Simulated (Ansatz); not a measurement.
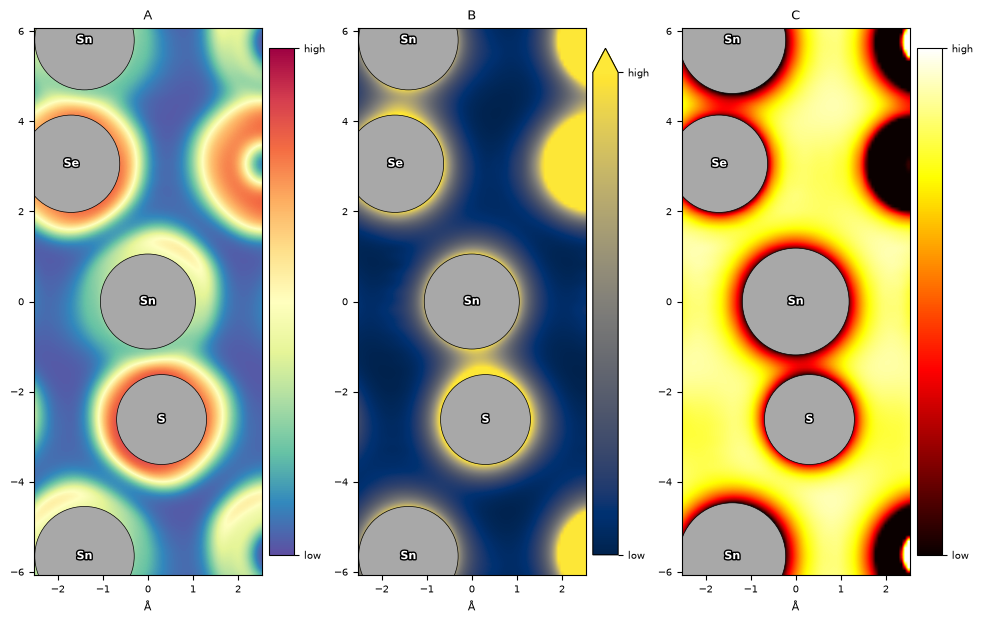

Sn$_{8}$Se$_{7}$S: 3 fields on the (010) plane of the conventional cell, with unlabelled colour scales. Grey discs cover the atomic cores.

Space group Pm; a generated structure, not necessarily the stable one.

Computed with DFT PBE+D3(BJ), scalar-relativistic, plane waves, PAW in Ansatz 0.2.0.

```
Sn S Se
1.0
     0.00000    0.00000   -4.36648
     0.00000   -8.30087    0.00000
   -11.45080    0.00000    0.00001
Sn S Se
8 1 7
Direct
  0.91581 0.50000 0.87698
  0.90882 0.00000 0.88023
  0.39148 0.25803 0.61734
  0.39148 0.74197 0.61734
  0.59362 0.50000 0.38351
  0.59310 0.00000 0.38362
  0.09437 0.25038 0.11744
  0.09437 0.74962 0.11744
  0.98542 0.50000 0.64830
  0.97478 0.00000 0.64101
  0.47937 0.25102 0.85655
  0.47937 0.74898 0.85655
  0.52544 0.50000 0.14396
  0.52497 0.00000 0.14334
  0.02381 0.25058 0.35821
  0.02381 0.74942 0.35821
```

### Which field does each panel show? The fields are: electron localisation function, electrostatic potential energy of an electron and valence pseudo-density.

Panel A: electron localisation function. Panel B: valence pseudo-density. Panel C: electrostatic potential energy of an electron (low next to the atoms, rising into the space between them). From the grid: Sn–S (2.64 Å): ρ at the midpoint is about 0.39 e/Å³; the ELF peaks at about 0.85 in the valence shell of S, 0.9 Å from its nucleus, and is about 0.50 at the midpoint. Sn–Se (2.76 Å): the density is about 0.36 e/Å³ at the midpoint; the ELF is about 0.55 at the midpoint.
